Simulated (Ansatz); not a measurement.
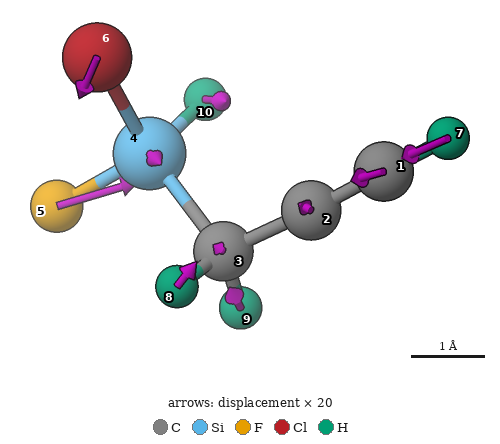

A relaxation of C3H4ClFSi. The starting structure is drawn; purple arrows show the displacements, 20 times their true length. The two geometries are superimposed by the best rigid fit.

Style: ball-and-stick. Shown at a tilt.

The start comes from PBE-D4/def2-SVP.

Computed with RKS PBE0-D4/def2-TZVP (Ansatz). Set-up: force threshold 0.005 eV/Å; at most 150 steps.

### Describe the change and its energy.

The energy falls by 2.10 kcal/mol in 9 accepted moves (10 points after the start). Largest force component: 1.5 eV/Å at the start, 0.0028 eV/Å at the end. The line search rejected the trial step at point 5 of the run. F5 moves most after the best rigid fit: 0.059 Å. By element the largest moves are F 0.059 Å, H 0.055 Å, Cl 0.038 Å, C 0.036 Å, Si 0.018 Å. Near-neighbour distances that change, for instance: Si4–F5 1.636 → 1.592 Å, Si4–Cl6 2.064 → 2.035 Å, C1–C2 1.223 → 1.200 Å, C3–Si4 1.890 → 1.869 Å.
